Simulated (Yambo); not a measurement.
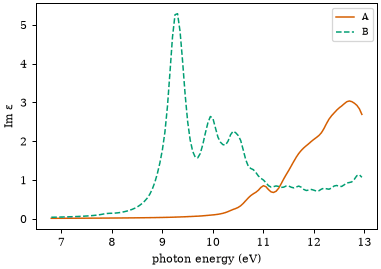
Figure. Two computed absorption spectra of SiO₂ (space group P6_222, No. 180) (Yambo, LDA bands with the same scissor, field along x)

Axes are Cartesian, with cell vectors (Å) (5.06, 0.00, 0.00), (-2.53, 4.38, 0.00), (0.00, 0.00, 5.54).

### Question
Which curve includes the electron-hole attraction (BSE), and where are its main peaks?

### Answer
Curve B: the attraction moves weight to lower energy (centre of the plotted range 10.2 eV against 12.0 eV). Its peaks lie at 9.3 eV, 9.9 eV, 10.4 eV, 12.9 eV. Settings: 6×6×6 mesh, 12 valence and 5 conduction bands, static screening with 69 bands and a 3 Ry block, scissor 3.14 eV, Tamm-Dancoff. The scissor comes from a G0W0 run whose convergence isn't established. Broadening 0.15 eV. The band window holds all transitions up to 13.0 eV. Fine structure above the onset can come from the mesh.

Geometry of the Materials Project entry, not relaxed at this level; primitive cell a = 5.0611 Å, b = 5.0611 Å, c = 5.5405 Å, α = 90.00°, β = 90.00°, γ = 120.00°.

This is not the ordinary phase of the substance.
